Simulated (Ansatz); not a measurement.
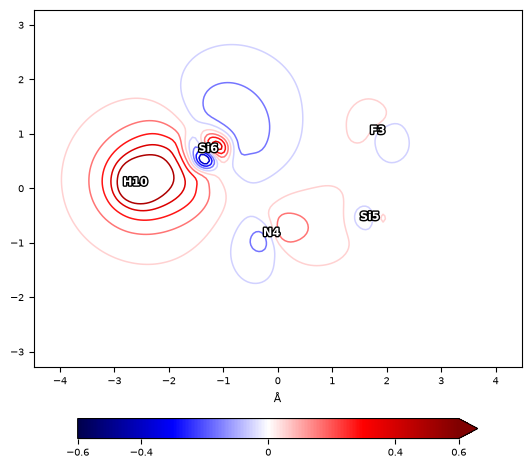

Figure. F₃H₅NSi₂ (SMILES F[Si](F)(F)[NH2+][SiH3]) (charge +1). The HOMO on the plane of atoms F3, Si5 and N4 (values in Å⁻³ᐟ²; the overall sign is arbitrary).

Geometry: B3LYP-D3(BJ)/def2-SVP.

Theory: isolated molecule in a Gaussian basis; Kohn-Sham density functional theory, functional PBE0 in Ansatz 0.2.0.

```xyz
11

F    -2.3326   -0.6396   -0.3378
F    -1.8485    1.8080    0.5528
F    -1.4586   -0.2739    2.1204
N     0.2425    0.1435    0.0519
Si   -1.4897    0.2732    0.6356
Si    1.5488   -0.5610    1.2929
H     0.5540    1.0784   -0.2564
H     0.2567   -0.4355   -0.8030
H     1.4780    0.4021    2.4074
H     2.7875   -0.5132    0.4913
H     1.0256   -1.9116    1.5704
```

### Describe this orbital and give its energy.

By Hirshfeld shares it lies mainly on Si6 (about 40 %), H10 (about 35 %), H9 (about 10 %) and H11 (about 10 %). Its energy is −15.39 eV.
